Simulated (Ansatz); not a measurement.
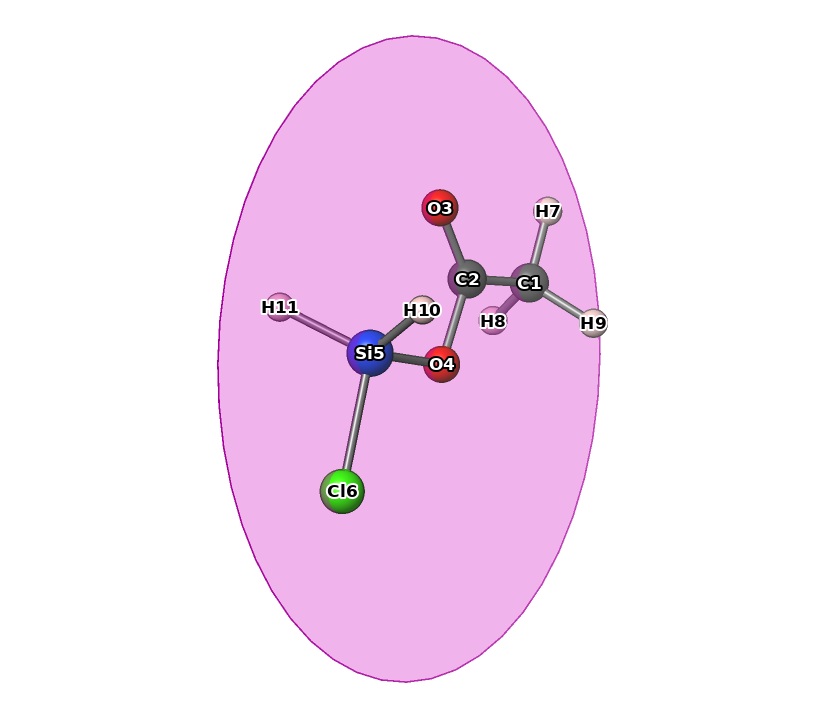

A disc through the centre of mass is drawn in. Distant atoms are faded towards the background colour. The computed structure is the end point of a PBE-D4/def2-SVP optimisation. No frequency run is at hand to confirm it as a minimum.

Question: Is the plane of the disc a mirror plane of the structure?

Answer: Yes. The reflection leaves C1, C2, O3, O4, Si5, Cl6, H7 in place and moves H8 ↔ H9; H10 ↔ H11. The point group is Cs.
